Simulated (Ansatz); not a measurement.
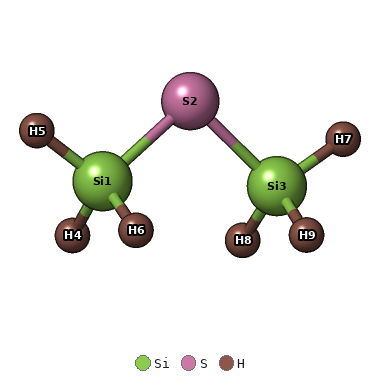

Two computed energy maps of H₆SSi₂, SMILES [SiH3]S[SiH3]. The picture above is the structure of the first map.

Map 1

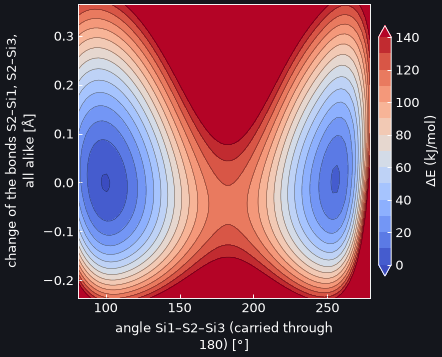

H6SSi2, SMILES [SiH3]S[SiH3]. Coordinates scanned: (1) angle Si1–S2–Si3 (carried through 180); (2) change of the bonds S2–Si1, S2–Si3, all alike. Nothing is relaxed (all other coordinates rigid). The grid has 13 × 13 points. Points are written as (first, second). All energies are given in kJ/mol relative to the lowest grid point. This map comes from RKS PBE0-D4/def2-SVP (Ansatz).

In the figure: filled contours, one colour for all values above the top of the scale. Between grid points the surface is interpolated.

Map 2

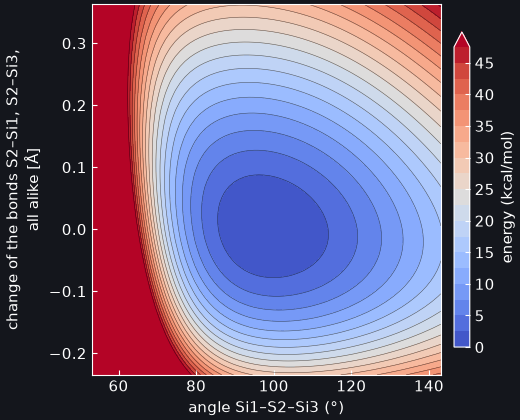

H₆SSi₂, SMILES [SiH3]S[SiH3]. Coordinates scanned: (1) angle Si1–S2–Si3; (2) change of the bonds S2–Si1, S2–Si3, all alike. Nothing is relaxed (all other coordinates rigid). The scan uses a 15 × 15 grid. Points are written as (first, second). All energies are given in kcal/mol relative to the relaxed molecule at the same level. Method: RKS PBE0-D4/def2-TZVP in Ansatz.

Drawn: filled contours, one colour for all values above the top of the scale. Between grid points the surface is interpolated.

**Summarise the maps one by one.**

Map 1: The lowest grid point is at (97.7°, 0.014 Å). There is a further well near (262.3°, 0.014 Å) (15 kJ/mol above the lowest at that grid point). The highest grid point, (278.8°, −0.237 Å), lies 477 kJ/mol above the lowest. On the interpolated surface the easiest way out of the lowest well to the well at about (255°, 0.01 Å) passes a barrier of about 118 kJ/mol.
Map 2: The lowest grid point is at (98.1°, 0.021 Å), 0.16 kcal/mol from the relaxed molecule at the same level. It is the only kind of minimum in the scanned range. The highest grid point, (53.1°, −0.235 Å), lies 363 kcal/mol above the lowest. Round the minimum the two coordinates are weakly coupled (coupling 0.13 in units of the two stiffnesses).

**Maps 1, 2 start from a relaxed reference structure. Do they show a way to lower its energy?**

No. In each of them the reference is the lowest point, within the accuracy of the grid, so it is stable against the distortions scanned (other distortions weren't tried).
